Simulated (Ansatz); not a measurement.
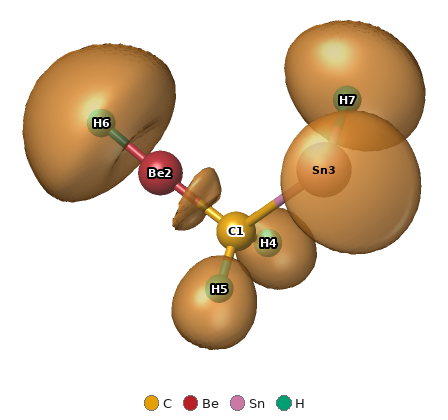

Figure 1: CH4BeSn. Isosurface of the electron localisation function at 0.9 (orange), seen at a tilt. Only the valence region is drawn (cores and ρ < 0.01 e/Å³ removed).

Geometry: PBE-D3(BJ)/def2-SVP; core potentials replace the inner electrons of Sn.

Theory: Ansatz 0.2.0, isolated molecule in a Gaussian basis; Kohn-Sham density functional theory, functional PBE0.

```csv
atom,x (Å),y (Å),z (Å)
C,-1.2874,-3.0638,-0.7893
Be,-2.0277,-2.5556,0.6124
Sn,0.8173,-3.6713,-0.4606
H,-1.2263,-2.1434,-1.4215
H,-1.8173,-3.8695,-1.3390
H,-2.5719,-2.1430,1.7699
H,1.2751,-1.9924,0.0441
```

> What do the ELF domains correspond to?

The surface consists of one region between bonded Be–C atoms (shared pairs), four regions around hydrogen nuclei and one lobe on Sn, pointing away from the bonds (lone pairs). Along the contacts the grid gives the following. C–Be (1.66 Å): the ELF peaks at about 0.95 between the atoms, as expected for a shared but strongly polarised pair. C–Sn (2.22 Å): the ELF peaks at about 0.85 in the valence shell of C, 0.7 Å from its nucleus, and drops to about 0.20 between the two atoms.
